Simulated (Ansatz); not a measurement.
**How methods differ on C6H12O3 (propylene glycol methyl ether acetate (PGMEA))**

C6H12O3: 21 atoms, total charge 0, spin state singlet. SMILES: `COCC(C)OC(C)=O`. Geometry: optimised at r2SCAN/def2-SVP. This is one conformer, not always the lowest.

```xyz
21

C    -1.7224   -2.4798    1.8361
O    -1.2826   -1.8717    0.6516
C    -0.5529   -0.6965    0.8797
C    -0.1275   -0.1368   -0.4674
C     0.7709   -1.0726   -1.2497
O     0.5661    1.0910   -0.1503
C     0.5965    2.0412   -1.1118
C     1.3724    3.2410   -0.6426
O     0.0725    1.9187   -2.1925
H    -2.3910   -1.8133    2.4182
H    -2.2807   -3.3856    1.5605
H    -0.8746   -2.7686    2.4905
H    -1.1621    0.0617    1.4166
H     0.3481   -0.8941    1.5021
H    -1.0213    0.1119   -1.0634
H     1.7034   -1.2625   -0.6940
H     1.0145   -0.6415   -2.2310
H     0.2516   -2.0300   -1.4003
H     0.9815    3.5937    0.3230
H     1.3137    4.0359   -1.3948
H     2.4238    2.9578   -0.4803
```

Each level gives the dissociation energy of the O6–C4 bond into doublet C2H3O2 and doublet C4H9O (shapes relaxed at r2SCAN/def2-SVP, no zero-point term) (eV). The values are calculated.

```
           level                    kind  program  value (eV)  CPU time (all runs)
     HF/def2-SVP            Hartree–Fock   Ansatz        3.16                 18 s
  SVWN5/def2-SVP                     LDA   Ansatz        4.55                9.8 s
    PBE/def2-SVP                     GGA   Ansatz        3.65                 18 s
 r2SCAN/def2-SVP                meta-GGA   Ansatz        3.68                 28 s
  B3LYP/def2-SVP           global hybrid   Ansatz        3.75                 23 s
PBE0-D4/def2-SVP           global hybrid   Ansatz        4.05                 24 s
wB97M-V/def2-SVP  range-separated hybrid   Ansatz        4.40                 78 s
RPA@PBE/def2-SVP                     RPA   Ansatz        3.78                 32 s
    MP2/def2-SVP     perturbation theory   Ansatz        5.71                 24 s
```

The values span 3.16 to 5.71 eV. Spin contamination of the reference (⟨S²⟩ at least 0.1 too high) touches HF/def2-SVP, MP2/def2-SVP. Hartree–Fock misses the correlation of the electron pair that is broken and comes out low. Measured bond enthalpies also hold zero-point and thermal terms, a few tenths of an eV less. Times are those of the runs behind each value, whatever else they computed, on shared processors of several kinds: orders of magnitude only.

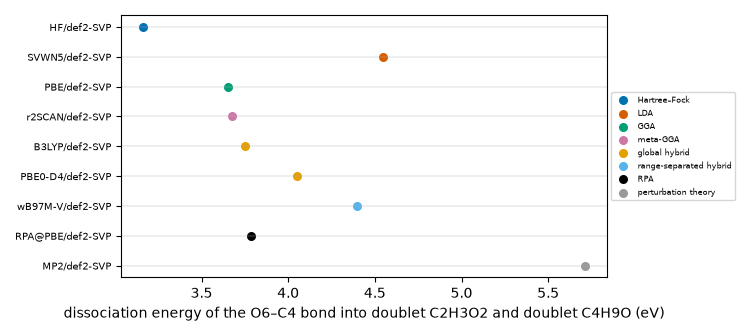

The values of the table, level by level.
